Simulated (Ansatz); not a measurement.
Run report: CH4ClFOSi (charge +1), geometry relaxation

The run: geometry relaxation of CH4ClFOSi, charge +1, multiplicity 2. Method and program: HF/3-21G, UHF (Ansatz 0.2.0).

The starting geometry was optimised with HF/3-21G. Figures and captions count atoms from 1; the log counts them from 0 in places.

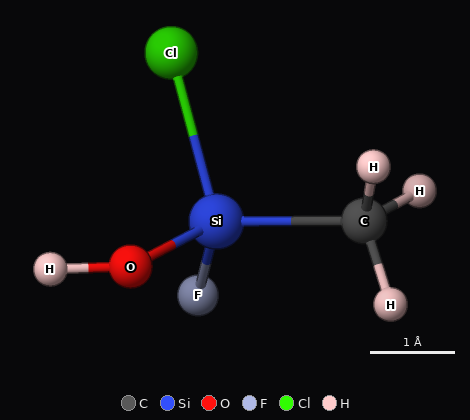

The input geometry (ball-and-stick view, seen at a tilt). Bond lengths as drawn: Cl–Si 2.16 Å, C–H 1.08 Å, C–Si 1.86 Å, F–Si 1.62 Å, H–O 0.96 Å and O–Si 1.63 Å.

Summary

- outcome: converged
- total energy: −957.858730 hartree
- basis functions: 61
- largest force: 0.010 eV/Å
- ⟨S²⟩: 0.751
- SCF solution under orbital rotations: stable
- hardware: 1 thread of Intel Xeon @ 2.50GHz (Skylake/Cascade Lake), 16 GiB of memory available, shared host
- wall time: 82 s
- peak memory: 0.2 GiB

The input
```yaml
basis:
  gaussian: {orbitals: 3-21G.json}
crystal:
  periodic: [false, false, false]
  atoms:
    - {symbol: C, position_ang: [-1.165437, -0.177771, 0.522821]}
    - {symbol: Si, position_ang: [0.569138, 0.200256, -0.015799]}
    - {symbol: O, position_ang: [1.116617, -0.853961, -1.135786]}
    - {symbol: F, position_ang: [1.616553, 0.226625, 1.217238]}
    - {symbol: Cl, position_ang: [0.610365, 2.201396, -0.826818]}
    - {symbol: H, position_ang: [-1.839752, -0.129018, -0.324523]}
    - {symbol: H, position_ang: [-1.504798, 0.533626, 1.266723]}
    - {symbol: H, position_ang: [-1.227353, -1.173726, 0.947371]}
    - {symbol: H, position_ang: [1.913368, -0.873927, -1.668427]}
total_charge: 1
relax: {}
hamiltonian: {xc: hf}
magnetization: {spin_polarized: true, initial_magnetization: 1}
```

Command:
```bash
ansatz run job.yaml --threads 1 --pin off --max-ram 3480MiB --events-out events.jsonl --progress --plain --runs-dir runs
```

Log
```
The last accepted step is kept in runs//last_step.txt (removed where the run ends without a failure and the disk answers)
Functional definition: HF
  name "HF"
  exchange = exact_x
  correlation = 0
721 factors; integrals over basis functions are off by at most 5.3e-4 eV
mean field evaluation 1: about -26057.9171 eV, gradient 3.8e1 eV
mean field evaluation 2: about -26057.9184 eV, gradient 3.8e1 eV
mean field evaluation 4: about -26063.0693 eV, gradient 2.4e0 eV
mean field evaluation 8: about -26063.3564 eV, gradient 5.4e-1 eV
mean field evaluation 16: about -26063.4100 eV, gradient 2.7e-4 eV
mean field evaluation 32: about -26063.3863 eV, gradient 5.1e-2 eV
mean field evaluation 64: about -26063.2236 eV, gradient 8.6e-1 eV
mean field evaluation 96: about -26062.3128 eV, gradient 1.2e-1 eV
mean field evaluation 128: about -26061.1808 eV, gradient 1.1e1 eV
mean field evaluation 160: about -26060.6086 eV, gradient 2.4e1 eV
mean field evaluation 192: about -26063.4093 eV, gradient 1.2e-2 eV
mean field -26063.40995175 eV, -957.8126493130 hartree, gradient 9.0e-6 eV, S^2 0.751962; 3 other end points of the search recorded, 0 dependent functions left out
the calculation of the forces begins
reference -26063.40995175 eV, -957.8126493130 hartree; 29, 28 occupied and 32, 33 virtual orbitals, 721 factors
relax step   1: F+E_penalty+E_count = -26063.40995175 eV  Δ(F+E_penalty+E_count) = +0.000e0 eV  max|allowed force component| = 5.651e0 eV/Å  Δτ_max = 0.0000 Å  (278 SCF iters, accepted)
these checks for a lower state are left out or cut short: starts, cluster_reference, orbital_swaps, neighbouring_geometries, increment
721 factors; integrals over basis functions are off by at most 5.3e-4 eV
mean field -26064.07504411 eV, -957.8370910066 hartree, gradient 5.6e-6 eV, S^2 0.751583; 0 other end points of the search recorded, 0 dependent functions left out
[... from here on the field's lines of each further geometry are left out, up to the last ...]
relax step   2: F+E_penalty+E_count = -26064.07504411 eV  Δ(F+E_penalty+E_count) = -6.651e-1 eV  max|allowed force component| = 2.497e0 eV/Å  Δτ_max = 0.1755 Å  (61 SCF iters, accepted)
relax step   3: F+E_penalty+E_count = -26064.46143843 eV  Δ(F+E_penalty+E_count) = -3.864e-1 eV  max|allowed force component| = 1.248e0 eV/Å  Δτ_max = 0.1935 Å  (97 SCF iters, accepted)
relax step   4: F+E_penalty+E_count = -26064.60109538 eV  Δ(F+E_penalty+E_count) = -1.397e-1 eV  max|allowed force component| = 9.825e-1 eV/Å  Δτ_max = 0.1269 Å  (63 SCF iters, accepted)
relax step   5: F+E_penalty+E_count = -26064.63351100 eV  Δ(F+E_penalty+E_count) = -3.242e-2 eV  max|allowed force component| = 3.346e-1 eV/Å  Δτ_max = 0.1113 Å  (87 SCF iters, accepted)
relax step   6: F+E_penalty+E_count = -26064.64161043 eV  Δ(F+E_penalty+E_count) = -8.099e-3 eV  max|allowed force component| = 2.578e-1 eV/Å  Δτ_max = 0.0300 Å  (89 SCF iters, accepted)
relax step   7: F+E_penalty+E_count = -26064.65827689 eV  Δ(F+E_penalty+E_count) = -1.667e-2 eV  max|allowed force component| = 3.861e-1 eV/Å  Δτ_max = 0.0874 Å  (93 SCF iters, accepted)
relax step   8: F+E_penalty+E_count = -26064.66088713 eV  Δ(F+E_penalty+E_count) = -2.610e-3 eV  max|allowed force component| = 4.115e-1 eV/Å  Δτ_max = 0.0375 Å  (55 SCF iters, accepted)
relax step   9: F+E_penalty+E_count = -26064.66323980 eV  Δ(F+E_penalty+E_count) = -2.353e-3 eV  max|allowed force component| = 5.294e-2 eV/Å  Δτ_max = 0.0142 Å  (54 SCF iters, accepted)
relax step  10: F+E_penalty+E_count = -26064.66344236 eV  Δ(F+E_penalty+E_count) = -2.026e-4 eV  max|allowed force component| = 4.592e-2 eV/Å  Δτ_max = 0.0089 Å  (90 SCF iters, accepted)
relax step  11: F+E_penalty+E_count = -26064.66366438 eV  Δ(F+E_penalty+E_count) = -2.220e-4 eV  max|allowed force component| = 2.216e-2 eV/Å  Δτ_max = 0.0099 Å  (53 SCF iters, accepted)
relax step  12: F+E_penalty+E_count = -26064.66370282 eV  Δ(F+E_penalty+E_count) = -3.844e-5 eV  max|allowed force component| = 2.197e-2 eV/Å  Δτ_max = 0.0063 Å  (52 SCF iters, accepted)
relax step  13: F+E_penalty+E_count = -26064.66381602 eV  Δ(F+E_penalty+E_count) = -1.132e-4 eV  max|allowed force component| = 1.415e-2 eV/Å  Δτ_max = 0.0218 Å  (51 SCF iters, accepted)
relax step  14: F+E_penalty+E_count = -26064.66384936 eV  Δ(F+E_penalty+E_count) = -3.334e-5 eV  max|allowed force component| = 8.867e-3 eV/Å  Δτ_max = 0.0036 Å  (52 SCF iters, accepted)
the calculation of the forces begins
reference -26064.66387771 eV, -957.8587302422 hartree; 29, 28 occupied and 32, 33 virtual orbitals, 721 factors
relax step  15: F+E_penalty+E_count = -26064.66387771 eV  Δ(F+E_penalty+E_count) = -2.835e-5 eV  max|allowed force component| = 6.836e-3 eV/Å  Δτ_max = 0.0149 Å  (54 SCF iters, accepted)
721 factors; integrals over basis functions are off by at most 5.4e-4 eV
mean field evaluation 384: about -26064.6467 eV, gradient 4.7e-1 eV
mean field evaluation 416: about -26064.3732 eV, gradient 1.6e0 eV
mean field evaluation 448: about -26064.0193 eV, gradient 2.6e0 eV
mean field evaluation 480: about -26064.6501 eV, gradient 1.7e0 eV
```

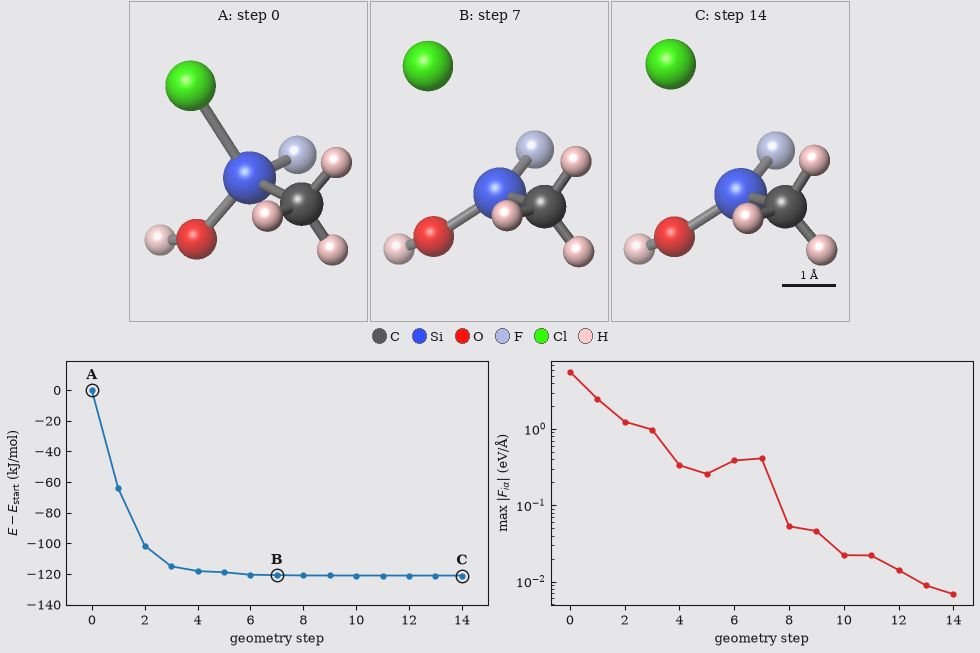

Frames of the relaxation (ball-and-stick view, seen at a tilt) above the curves, on which the letters mark them (the first geometry is step 0 here and step 1 in the log).

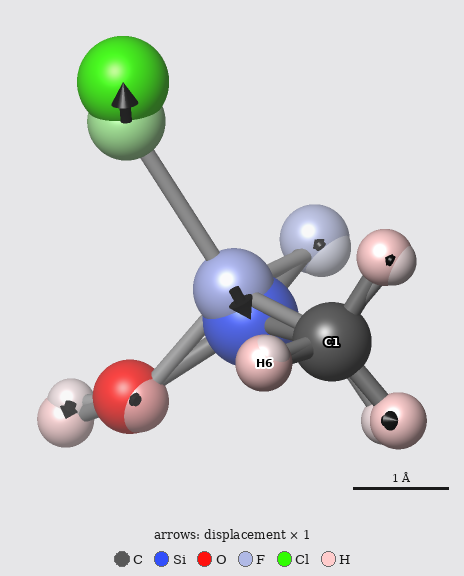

Start (faint) and end (solid) with the displacements as black arrows, at true length (ball-and-stick view, seen at a tilt). The two geometries are laid on each other by the best rigid fit. Cl5 moves most after the best rigid fit: 0.44 Å. Largest moves by element: Cl 0.44 Å, Si 0.38 Å, H 0.22 Å, O 0.12 Å, F 0.12 Å, C 0.06 Å. Among the contacts that change: Si2–Cl5 2.160 → 2.946 Å, Si2–O3 1.633 → 1.573 Å, Si2–F4 1.618 → 1.591 Å, C1–Si2 1.855 → 1.842 Å. Bonds break: Si2–Cl5 (2.16 → 2.95 Å). Among the angles that change: Si2–O3–H9 132.3° → 152.1°, C1–Si2–O3 112.4° → 123.9°, C1–Si2–F4 112.8° → 120.9°. The energy falls by 121.0 kJ/mol in 14 geometry steps. Largest force component: 5.7 eV/Å at the start, 0.0068 eV/Å at the end. (Atoms are counted from 1 in the order of the input.)

```
mean field -26064.66387771 eV, -957.8587302422 hartree, gradient 4.2e-6 eV, S^2 0.751174; 4 other end points of the search recorded, 0 dependent functions left out
the calculation of the forces begins
reference -26064.66387771 eV, -957.8587302422 hartree; 29, 28 occupied and 32, 33 virtual orbitals, 721 factors
Total energy: -26064.66387771 eV, -957.8587302422 hartree
Atom 0 at    -1.193919    -0.229757     0.540163 Å, force    -0.003586    -0.003278    -0.000534 eV/Å
Atom 1 at     0.595481    -0.162263     0.109741 Å, force     0.003088     0.000965    -0.005928 eV/Å
Atom 2 at     1.211856    -0.810006    -1.184680 Å, force     0.003367    -0.000901    -0.004194 eV/Å
Atom 3 at     1.675687     0.316622     1.175139 Å, force    -0.000012     0.000925     0.001215 eV/Å
Atom 4 at     0.531387     2.637470    -0.804630 Å, force     0.000609     0.000099     0.001071 eV/Å
Atom 5 at    -1.803533    -0.173614    -0.355412 Å, force     0.003171     0.001052     0.004014 eV/Å
Atom 6 at    -1.460608     0.583513     1.205999 Å, force    -0.001070    -0.001731    -0.002049 eV/Å
Atom 7 at    -1.423075    -1.166897     1.042388 Å, force     0.001130     0.002243    -0.000432 eV/Å
Atom 8 at     1.955425    -1.041567    -1.745906 Å, force    -0.006696     0.000626     0.006836 eV/Å
Dipole moment:    -0.317610    -0.692424    -0.146597 e Å
```

Trajectory as extended XYZ (Å, eV, eV/Å), 15 frames, from step=1 to step=15
```
9
Properties=species:S:1:pos:R:3:forces:R:3 step=1 energy=-26063.40995
C    -1.1654   -0.1778    0.5228   -0.2474   1.2741  -0.4651
Si    0.5691    0.2003   -0.0158    0.3044  -5.6510   2.0949
O     1.1166   -0.8540   -1.1358   -0.2111   1.4781   0.1087
F     1.6166    0.2266    1.2172   -0.1465   0.7779  -0.6070
Cl    0.6104    2.2014   -0.8268   -0.0190   2.8861  -1.0331
H    -1.8398   -0.1290   -0.3245   -0.1559  -0.1343   0.0404
H    -1.5048    0.5336    1.2667   -0.1282  -0.0960   0.1115
H    -1.2274   -1.1737    0.9474    0.3248  -0.0637  -0.0480
H     1.9134   -0.8739   -1.6684    0.2789  -0.4712  -0.2023
9
Properties=species:S:1:pos:R:3:forces:R:3 step=2 energy=-26064.07504
C    -1.2121   -0.1453    0.5244    0.4927  -0.0171  -0.1397
Si    0.5764    0.0316    0.0320    0.9096  -2.4969   0.7574
O     1.1829   -0.8810   -1.1810   -0.5161   1.2378   0.8220
F     1.7057    0.2730    1.1818   -0.9026   0.0570  -0.8947
Cl    0.5466    2.2069   -0.7844    0.0068   1.6908  -0.5864
H    -1.8928   -0.1096   -0.3201    0.1167  -0.0302  -0.0469
H    -1.5367    0.5719    1.2708    0.1765   0.0050  -0.0120
H    -1.2770   -1.1373    0.9595   -0.2983  -0.1129   0.1034
H     1.9959   -0.8566   -1.7001    0.0147  -0.3334  -0.0029
9
Properties=species:S:1:pos:R:3:forces:R:3 step=3 energy=-26064.46144
C    -1.2134   -0.1852    0.5344    0.2016  -0.1714   0.0512
Si    0.5717   -0.0498    0.0486    1.0861  -1.2480   0.3851
O     1.1818   -0.8926   -1.1961   -0.2459   1.0329   0.6629
F     1.7226    0.3064    1.1421   -1.0040  -0.0753  -0.8789
Cl    0.5364    2.3999   -0.7942    0.0322   0.5066  -0.1731
H    -1.8707   -0.1116   -0.3266    0.0724   0.0329   0.0024
H    -1.4890    0.5665    1.2674    0.0503  -0.0194  -0.0605
H    -1.3742   -1.1694    0.9831    0.0055   0.1809  -0.0642
H     2.0235   -0.9107   -1.6760   -0.1983  -0.2391   0.0751
9
Properties=species:S:1:pos:R:3:forces:R:3 step=4 energy=-26064.60110
C    -1.2191   -0.2262    0.5502   -0.0133  -0.2089   0.1554
Si    0.5620   -0.1581    0.0845    0.9825  -0.0151   0.0720
O     1.1714   -0.8649   -1.2185    0.0708   0.3992   0.4461
F     1.7116    0.3556    1.0977   -0.7965  -0.3417  -0.5196
Cl    0.5840    2.5159   -0.8135   -0.0252   0.1609  -0.0540
H    -1.8460   -0.1259   -0.3313    0.0282  -0.0060   0.0398
H    -1.4598    0.5639    1.2563   -0.0042  -0.0747  -0.0480
H    -1.4485   -1.1897    1.0173    0.0373   0.2506  -0.1035
H     2.0331   -0.9170   -1.6601   -0.2796  -0.1643   0.0117
9
Properties=species:S:1:pos:R:3:forces:R:3 step=5 energy=-26064.63351
C    -1.2106   -0.2358    0.5502   -0.0713   0.0179   0.0208
Si    0.5647   -0.1636    0.0775    0.3346   0.0251   0.2186
O     1.1641   -0.8646   -1.2167    0.3262   0.1616   0.0395
F     1.6962    0.3410    1.0906   -0.3148  -0.0963  -0.1766
Cl    0.5756    2.6266   -0.8216   -0.0210  -0.0050  -0.0059
H    -1.8384   -0.1318   -0.3296   -0.0087  -0.0156   0.0342
H    -1.4534    0.5516    1.2570   -0.0014  -0.0414  -0.0253
H    -1.4383   -1.1953    1.0139    0.0234   0.0747  -0.0360
H     2.0289   -0.9746   -1.6385   -0.2671  -0.1211  -0.0693
9
Properties=species:S:1:pos:R:3:forces:R:3 step=6 energy=-26064.64161
C    -1.2056   -0.2333    0.5488   -0.0476   0.0048   0.0044
Si    0.5739   -0.1735    0.0862   -0.0093  -0.0113  -0.0719
O     1.1694   -0.8582   -1.2170    0.2578   0.1306   0.1108
F     1.6920    0.3296    1.1010   -0.0239   0.0050   0.0502
Cl    0.5542    2.6467   -0.8278   -0.0120  -0.0269   0.0026
H    -1.8329   -0.1276   -0.3305    0.0148  -0.0036   0.0020
H    -1.4493    0.5520    1.2561    0.0138  -0.0016  -0.0061
H    -1.4391   -1.1902    1.0102    0.0013  -0.0009   0.0030
H     2.0261   -0.9920   -1.6443   -0.1951  -0.0961  -0.0950
9
Properties=species:S:1:pos:R:3:forces:R:3 step=7 energy=-26064.65828
C    -1.2020   -0.2309    0.5487    0.2110   0.0219  -0.0744
Si    0.5914   -0.1526    0.1077   -0.1687  -0.0694  -0.0754
O     1.1989   -0.8095   -1.1927   -0.3772   0.1556   0.3861
F     1.6771    0.3334    1.1630    0.0453   0.0074   0.0404
Cl    0.5481    2.5985   -0.8507   -0.0093   0.0344  -0.0030
H    -1.8117   -0.1197   -0.3406   -0.0354   0.0056  -0.0059
H    -1.4536    0.5470    1.2596   -0.0277   0.0090   0.0149
H    -1.4315   -1.1940    0.9952   -0.0238  -0.0279   0.0302
H     1.9719   -1.0187   -1.7074    0.3858  -0.1366  -0.3128
9
Properties=species:S:1:pos:R:3:forces:R:3 step=8 energy=-26064.66089
C    -1.1955   -0.2284    0.5444    0.0707   0.0171  -0.0082
Si    0.5966   -0.1520    0.1125   -0.1354   0.0186   0.0490
O     1.2073   -0.8041   -1.1827    0.4115  -0.1516  -0.2827
F     1.6744    0.3322    1.1782    0.0112  -0.0094  -0.0122
Cl    0.5306    2.6115   -0.8434   -0.0022   0.0228   0.0000
H    -1.8085   -0.1192   -0.3434    0.0066  -0.0104  -0.0152
H    -1.4554    0.5492    1.2532    0.0099   0.0161   0.0109
H    -1.4279   -1.1892    0.9961   -0.0106  -0.0228   0.0058
H     1.9671   -1.0465   -1.7321   -0.3616   0.1195   0.2526
9
Properties=species:S:1:pos:R:3:forces:R:3 step=9 energy=-26064.66324
C    -1.1950   -0.2294    0.5444    0.0442   0.0147  -0.0218
Si    0.5948   -0.1547    0.1095   -0.0497  -0.0363  -0.0199
O     1.2083   -0.8102   -1.1847    0.0529  -0.0035   0.0167
F     1.6742    0.3307    1.1725    0.0194   0.0045   0.0003
Cl    0.5271    2.6246   -0.8391   -0.0018   0.0045   0.0036
H    -1.8065   -0.1227   -0.3449   -0.0117   0.0038   0.0004
H    -1.4504    0.5517    1.2515   -0.0099   0.0060  -0.0022
H    -1.4307   -1.1887    0.9983    0.0061  -0.0099   0.0062
H     1.9670   -1.0478   -1.7248   -0.0494   0.0162   0.0166
9
Properties=species:S:1:pos:R:3:forces:R:3 step=10 energy=-26064.66344
C    -1.1939   -0.2282    0.5421    0.0172  -0.0117   0.0072
Si    0.5961   -0.1581    0.1113   -0.0262   0.0459  -0.0028
O     1.2118   -0.8116   -1.1807   -0.0241  -0.0063   0.0383
F     1.6758    0.3334    1.1719   -0.0074  -0.0135  -0.0066
Cl    0.5252    2.6280   -0.8314   -0.0001   0.0059   0.0013
H    -1.8076   -0.1258   -0.3464    0.0130  -0.0099  -0.0100
H    -1.4539    0.5550    1.2454    0.0144  -0.0013   0.0047
H    -1.4253   -1.1870    0.9999   -0.0242   0.0010   0.0069
H     1.9606   -1.0523   -1.7293    0.0375  -0.0101  -0.0390
9
Properties=species:S:1:pos:R:3:forces:R:3 step=11 energy=-26064.66366
C    -1.1926   -0.2295    0.5416   -0.0087   0.0020   0.0050
Si    0.5964   -0.1576    0.1106   -0.0061   0.0093   0.0096
O     1.2138   -0.8128   -1.1790   -0.0128  -0.0123   0.0085
F     1.6756    0.3347    1.1709   -0.0007  -0.0012   0.0023
Cl    0.5221    2.6349   -0.8250    0.0000  -0.0015   0.0023
H    -1.8036   -0.1308   -0.3492   -0.0010  -0.0003  -0.0001
H    -1.4516    0.5573    1.2414   -0.0003   0.0027  -0.0038
H    -1.4294   -1.1850    1.0040    0.0082   0.0011  -0.0017
H     1.9580   -1.0577   -1.7325    0.0215   0.0001  -0.0222
9
Properties=species:S:1:pos:R:3:forces:R:3 step=12 energy=-26064.66370
C    -1.1927   -0.2294    0.5416   -0.0017   0.0025  -0.0033
Si    0.5963   -0.1584    0.1106   -0.0073   0.0072   0.0067
O     1.2135   -0.8116   -1.1802   -0.0141  -0.0111   0.0087
F     1.6758    0.3305    1.1720    0.0016   0.0014   0.0051
Cl    0.5225    2.6350   -0.8232    0.0004  -0.0016   0.0026
H    -1.8035   -0.1364   -0.3498   -0.0037   0.0008  -0.0065
H    -1.4526    0.5610    1.2364   -0.0023   0.0096   0.0044
H    -1.4287   -1.1822    1.0093    0.0060  -0.0082   0.0042
H     1.9582   -1.0550   -1.7338    0.0210  -0.0007  -0.0220
9
Properties=species:S:1:pos:R:3:forces:R:3 step=13 energy=-26064.66382
C    -1.1934   -0.2290    0.5409    0.0115   0.0012  -0.0142
Si    0.5957   -0.1606    0.1101    0.0055   0.0015  -0.0084
O     1.2127   -0.8094   -1.1835   -0.0020  -0.0082   0.0020
F     1.6757    0.3199    1.1748    0.0051   0.0047   0.0065
Cl    0.5245    2.6365   -0.8136    0.0015  -0.0013   0.0023
H    -1.8029   -0.1561   -0.3533   -0.0064  -0.0013   0.0014
H    -1.4563    0.5744    1.2196   -0.0071   0.0059   0.0062
H    -1.4245   -1.1734    1.0276   -0.0068  -0.0073   0.0061
H     1.9574   -1.0487   -1.7397   -0.0013   0.0047  -0.0018
9
Properties=species:S:1:pos:R:3:forces:R:3 step=14 energy=-26064.66385
C    -1.1936   -0.2295    0.5409    0.0040   0.0033  -0.0075
Si    0.5954   -0.1603    0.1100    0.0089  -0.0040  -0.0073
O     1.2124   -0.8102   -1.1831   -0.0041  -0.0012   0.0032
F     1.6754    0.3202    1.1749    0.0017   0.0042   0.0028
Cl    0.5280    2.6366   -0.8132    0.0006  -0.0015   0.0024
H    -1.8035   -0.1591   -0.3533   -0.0041  -0.0014  -0.0002
H    -1.4579    0.5751    1.2180   -0.0030   0.0029   0.0030
H    -1.4241   -1.1730    1.0298   -0.0032  -0.0043   0.0036
H     1.9566   -1.0463   -1.7412   -0.0008   0.0020   0.0000
9
Properties=species:S:1:pos:R:3:forces:R:3 step=15 energy=-26064.66388
C    -1.1939   -0.2298    0.5402   -0.0036  -0.0033  -0.0005
Si    0.5955   -0.1623    0.1097    0.0031   0.0010  -0.0059
O     1.2119   -0.8100   -1.1847    0.0034  -0.0009  -0.0042
F     1.6757    0.3166    1.1751    0.0000   0.0009   0.0012
Cl    0.5314    2.6375   -0.8046    0.0006   0.0001   0.0011
H    -1.8035   -0.1736   -0.3554    0.0032   0.0011   0.0040
H    -1.4606    0.5835    1.2060   -0.0011  -0.0017  -0.0020
H    -1.4231   -1.1669    1.0424    0.0011   0.0022  -0.0004
H     1.9554   -1.0416   -1.7459   -0.0067   0.0006   0.0068
```

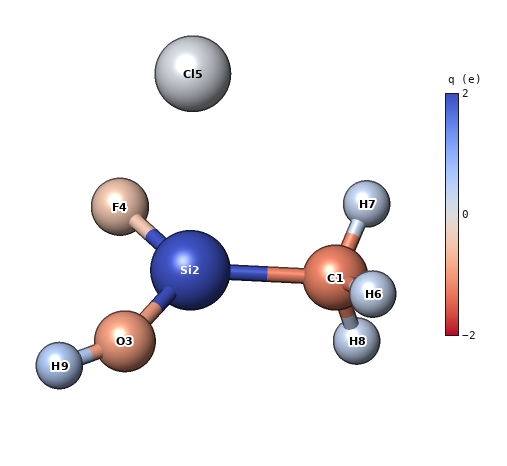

Mulliken charges, as the colour of each atom (ball-and-stick view, seen at a tilt; atoms are numbered from 1 in the order of the input; Mulliken charges depend strongly on the basis). By element: C −1.19, Si +1.93, O −0.91, F −0.45, Cl +0.08 and H +0.34 to +0.53 e.
